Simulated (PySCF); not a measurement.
C7H14AlN (SMILES C=[CH][Al]([CH3])[N]1CCCC1)

Input

```
{"job": {"kind": "nmr", "xc": "PBE0", "basis": "pcSseg-1"}, "charge": 0, "multiplicity": 1}
C      3.506055     1.626303     0.262011
C      2.208172     1.579319    -0.033966
Al     1.235576    -0.146073    -0.152740
C      2.074946    -1.929627     0.128292
N     -0.506777    -0.055637    -0.590612
C     -1.440587    -1.165407    -0.646600
C     -2.587079    -0.745778     0.288259
C     -2.572263     0.792153     0.217140
C     -1.361029     1.114983    -0.680584
H      4.073659     0.726444     0.454717
H      4.071678     2.548579     0.328370
H      1.716113     2.537413    -0.216514
H      2.200917    -2.471426    -0.814775
H      1.472306    -2.575700     0.774332
H      3.065689    -1.857638     0.584971
H     -1.827077    -1.287191    -1.669720
H     -0.958400    -2.096180    -0.343546
H     -2.378545    -1.081958     1.303670
H     -3.540089    -1.168094    -0.025659
H     -2.435401     1.221633     1.208950
H     -3.493451     1.191117    -0.205192
H     -1.702401     1.257211    -1.716942
H     -0.826766     2.012538    -0.366428
```

Run with:

```sh
OMP_NUM_THREADS=1 python probes_run.py task.json out
```

Geometry: GFN2-xTB.

The calculation used PBE0/pcSseg-1, SCF density, gas phase, non-relativistic (PySCF).

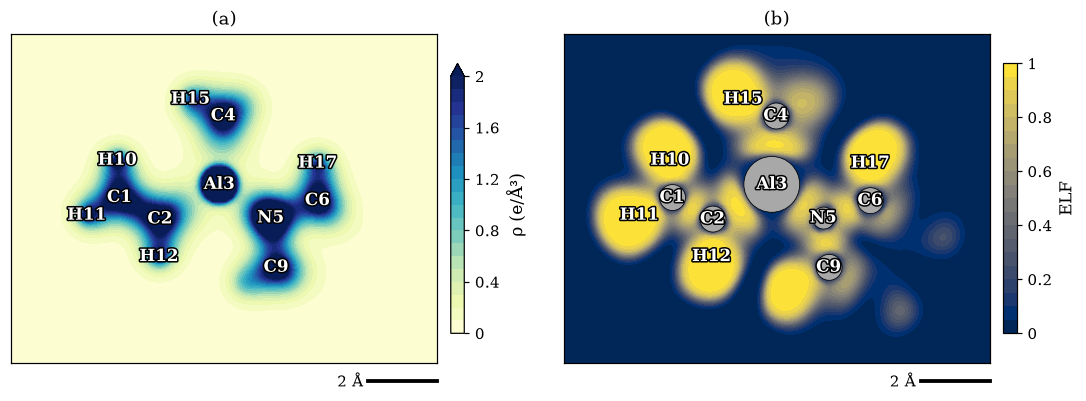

Figure 1. (a) electron density; (b) ELF on the plane of atoms H10, C1 and H11. Grey discs cover the atomic cores in the ELF map.

**Read the bonding off the picture.**

Atoms in the plane: C, Al, N and H.
C–C (1.33 Å): the density is about 2.3 e/Å³ at the midpoint; the ELF peaks at about 0.90 between the atoms; a multiple bond.
C–N (1.45 Å): ρ is about 1.9 e/Å³ halfway; the ELF peaks at about 0.90 between the atoms, as expected for a covalent bond.
Al–N (1.80 Å): ρ at the midpoint is about 0.79 e/Å³; the ELF peaks at about 0.90 in the valence shell of N, 0.7 Å from its nucleus, and is about 0.60 at the midpoint.
C–Al (1.98 Å): ρ is about 0.69 e/Å³ halfway; the ELF peaks at about 0.95 between the atoms: a polar covalent bond.
C–H (1.08 Å): the density is about 2 e/Å³ at the midpoint; the ELF climbs to about 1 towards the hydrogen, as it does in any bond to H; an ordinary covalent bond to hydrogen.

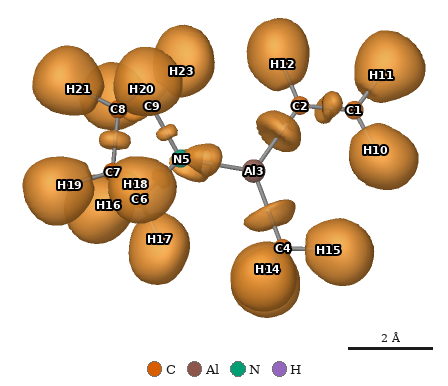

Figure 2. Isosurface of the ELF at 0.85 (orange), seen at a tilt. Core shells and regions of very low density are left out.

**Describe the localisation domains.**

The ELF exceeds this value in two regions between bonded Al–C atoms (shared pairs), four regions between bonded C–C atoms (shared pairs), two regions between bonded C–N atoms (shared pairs), 14 regions around hydrogen nuclei and one lobe of the valence shell of N pointing towards Al.

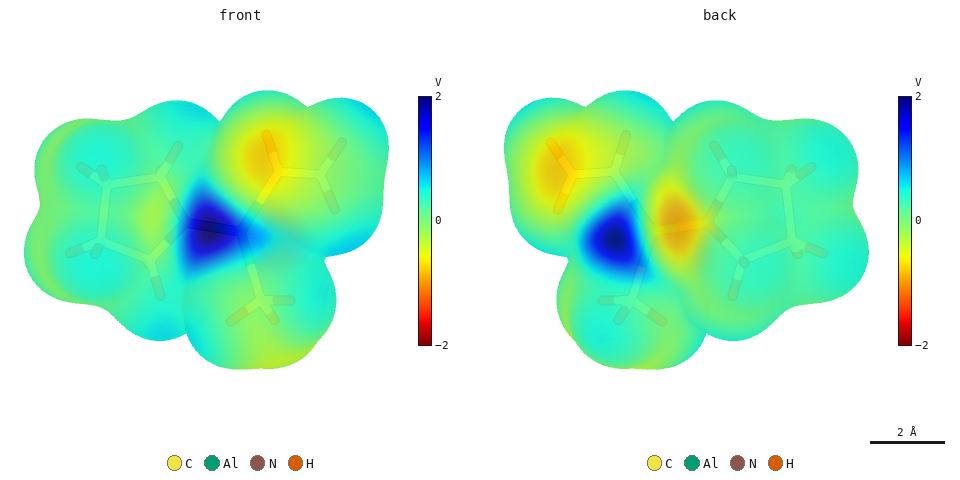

Figure 3. The electrostatic potential painted on the density surface at 0.002 e/bohr³, seen from the front and from behind; the colour scale runs from red (negative) to blue (positive).

**Which sites attract a positive test charge, and which a negative one?**

A positive charge is drawn to the negative regions and a negative charge to the positive ones. The most negative region (about −0.8 V) lies over C1, C2 and N5, the most positive (about +1.9 V) over Al3.
